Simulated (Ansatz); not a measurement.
**AlH6NO: density, localisation and related maps**

The calculation's input:

```
crystal:
  periodic: [false, false, false]
  atoms:
    - { symbol: Al, position_ang: [-0.000658, 0.373202, -0.51371] }
    - { symbol: "N", position_ang: [-0.087091, 0.150305, 2.577884] }
    - { symbol: H, position_ang: [-0.923592, 0.054052, 3.165595] }
    - { symbol: H, position_ang: [0.729435, 0.158088, 3.200865] }
    - { symbol: O, position_ang: [1.593812, -0.056261, -1.020431] }
    - { symbol: H, position_ang: [1.764061, -0.860232, -1.534358] }
    - { symbol: H, position_ang: [-1.28041, -0.426917, -1.038715] }
    - { symbol: H, position_ang: [-0.051403, 1.687344, 0.350452] }
    - { symbol: H, position_ang: [-0.127453, 1.091719, 2.123918] }
basis:
  gaussian: { orbitals: def2-SVP }
hamiltonian:
  xc: pbe
  dispersion: d4
relax:
  f_tol: 0.03
  max_steps: 50
output:
  orbitals: {}
```

Launched as:

```sh
ansatz run input.yaml --threads 2 --pin off --max-ram 3072MiB --backend cpu --events-out ev --progress --plain --runs-dir out
```

The fields are those of the relaxed geometry.

The calculation used RKS PBE-D4/def2-SVP in Ansatz.

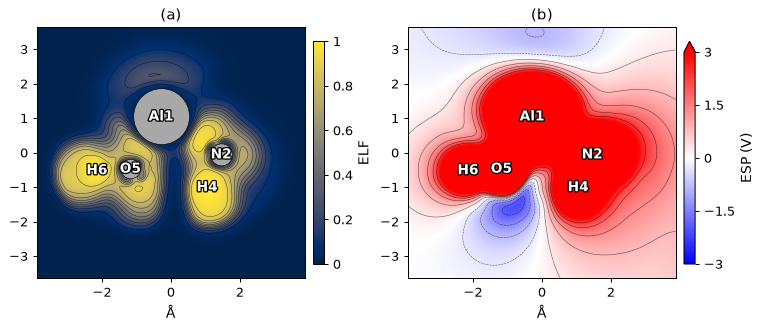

Figure 1. (a) ELF; (b) electrostatic potential on the plane of atoms Al1, N2 and H4. Grey discs cover the atomic cores in the ELF map.

Question: Describe what can be read from this map.

Answer:
- The plane passes through Al, N, H and O nuclei.
- Al–O (1.77 Å): the ELF peaks at about 0.90 in the valence shell of O, 0.6 Å from its nucleus, and is about 0.45 at the midpoint.
- Al–N (2.06 Å): the ELF peaks at about 0.95 in the valence shell of N, 0.7 Å from its nucleus, and is about 0.75 at the midpoint.
- O–H (0.97 Å): the ELF climbs to about 1 towards the hydrogen, as it does in any bond to H; a covalent bond by its length.
- N–H (1.03 Å): the ELF climbs to about 1 towards the hydrogen; an ordinary covalent bond to hydrogen.
- The ELF also peaks beside O5, away from the bonds: lone-pair regions.
- Outside the dense part of the molecule the potential is most negative (−2.1 V) near O5.

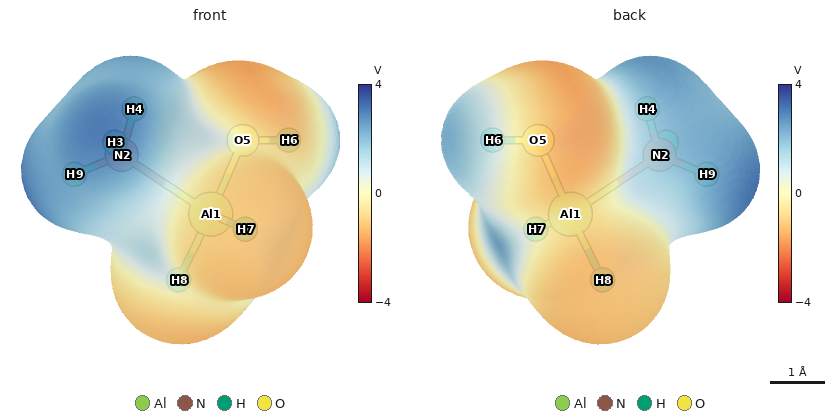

Figure 2. The molecular electrostatic potential painted on the density surface at 0.004 e/bohr³, seen from the front and from behind; red is negative and blue positive.

Question: Where is the surface potential most negative and most positive?

Answer: The most negative region (about −1.7 V) lies over O5, the most positive (about +3.1 V) over H3 and H9. O5 is the likeliest acceptor of a hydrogen bond.

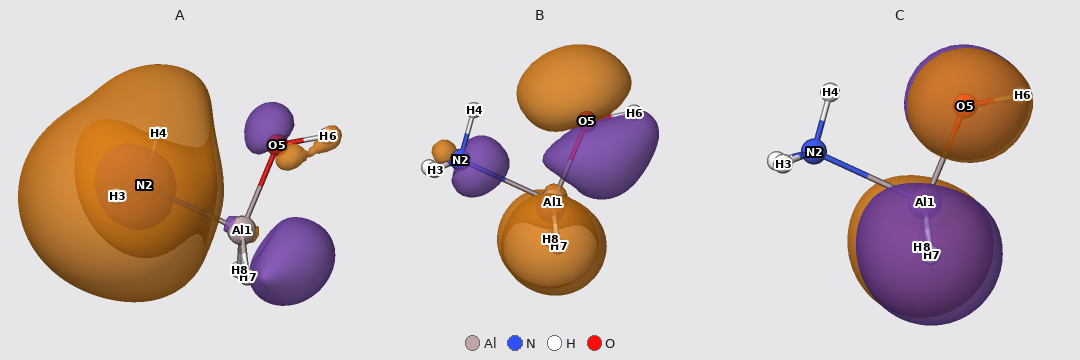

Figure 3. Three frontier orbitals at ±0.08 Å⁻³ᐟ² (orange and purple are the two phases), in no order.

Question: Order the three orbitals by energy and name them.

Answer: B is the HOMO−1 (−6.38 eV). It lies mainly on O5 (about 60 %), Al1 (about 15 %), H7 (about 10 %) and H8 (about 10 %). C is the HOMO (−5.38 eV). By Hirshfeld shares it lies mainly on O5 (about 40 %), H7 (about 20 %), H8 (about 20 %) and Al1 (about 20 %). A is the LUMO (−0.32 eV). Its weight (Hirshfeld) is mainly on N2 (about 20 %), H3 (about 20 %), H9 (about 20 %), Al1 (about 20 %) and H4 (about 10 %).

Question: What is the HOMO–LUMO gap?

Answer: 5.06 eV between the orbital energies.
